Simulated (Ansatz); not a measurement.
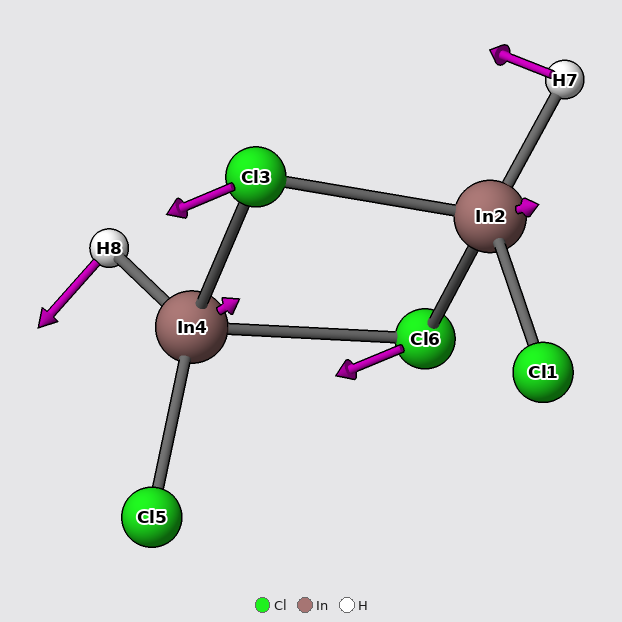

The arrows show one normal mode. Harmonic vibrations computed with RKS PBE0-D4/def2-TZVP, core potentials on In (Ansatz 0.2.0) at a stationary point of the same level.

Estimate its harmonic wavenumber.

Answer. 241 cm⁻¹; it is mode 8 of 18 counted from the lowest.
